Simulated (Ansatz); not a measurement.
The compound is Li4SO (space group R-3m, No. 166), taken as coordinates from a relaxation with DFT PBEsol, scalar-relativistic, plane waves, PAW (Ansatz 0.2.0); the starting structure was generated, so it need not be a known form of this composition.

```cif
data_structure
_symmetry_space_group_name_H-M 'R-3m:H'
_symmetry_Int_Tables_number 166
_cell_length_a 3.6866
_cell_length_b 3.6866
_cell_length_c 17.4570
_cell_angle_alpha 90.000
_cell_angle_beta 90.000
_cell_angle_gamma 120.000
_cell_volume 205.47
loop_
_atom_site_label
_atom_site_type_symbol
_atom_site_symmetry_multiplicity
_atom_site_Wyckoff_symbol
_atom_site_fract_x
_atom_site_fract_y
_atom_site_fract_z
_atom_site_occupancy
Li1 Li 6 c 0.33333 0.66667 0.27812 1
Li2 Li 6 c 0.00000 0.00000 0.13649 1
S1 S 3 a 0.00000 0.00000 0.00000 1
O1 O 3 b 0.33333 0.66667 0.16667 1
```

Describe the stacking along c, with columns A (0, 0), B (1/3, 2/3), C (2/3, 1/3) of the hexagonal mesh.

S(A) – Li(B) – Li(A) – O(B) – Li(C) – Li(B) – S(C) – Li(A) – Li(C) – O(A) – Li(B) – Li(A) – S(B) – Li(C) – Li(B) – O(C) – Li(A) – Li(C) (18 layers in 17.46 Å).

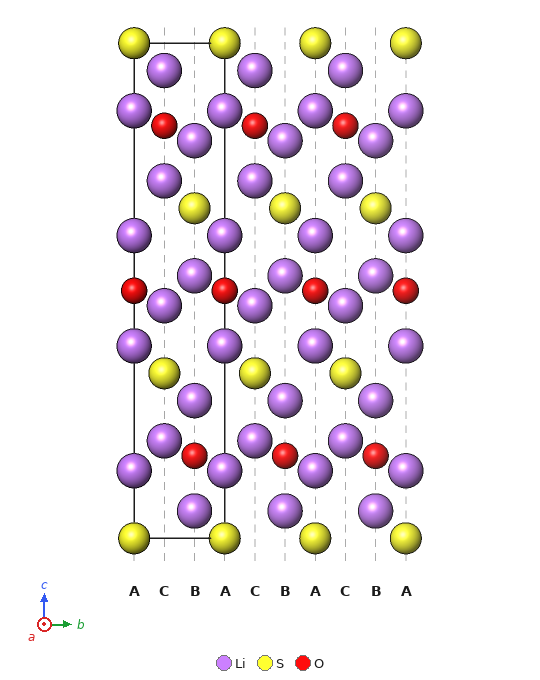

The picture looks along a close-packed row of the hexagonal mesh; c points upwards. The dashed lines mark the three columns A (0, 0), B (1/3, 2/3) and C (2/3, 1/3). The sequence starts with the first layer at or above the cell's origin.
